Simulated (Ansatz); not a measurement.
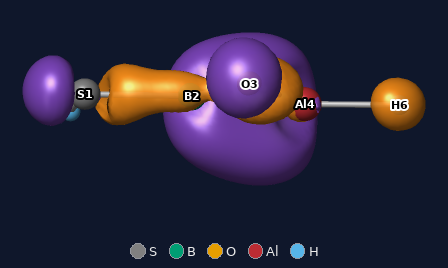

Figure. AlBH2OS. One frontier orbital at ±0.15 Å⁻³ᐟ² (orange and purple are the two phases), seen from one side.

Geometry: PBE0-D4/def2-TZVP.

All numbers below come from RKS PBE0-D4/def2-TZVPP in Ansatz 0.2.0.

| atom | x (Å) | y (Å) | z (Å) |
| --- | --- | --- | --- |
| S | -0.7477 | -0.0980 | -2.1109 |
| B | -0.0348 | -0.1126 | -0.4659 |
| O | 1.0679 | -0.7242 | 0.0002 |
| Al | 0.4254 | 0.1192 | 1.4450 |
| H | -1.7798 | 0.6921 | -1.7804 |
| H | 1.1111 | 0.0596 | 2.8658 |

Q: Which orbital is it: HOMO or LUMO?

A: The HOMO, at −6.27 eV. It lies mainly on Al4 (about 35 %), B2 (about 25 %), O3 (about 20 %) and S1 (about 10 %); it is symmetric in the molecular plane (an in-plane orbital: σ, lone-pair or in-plane π type).
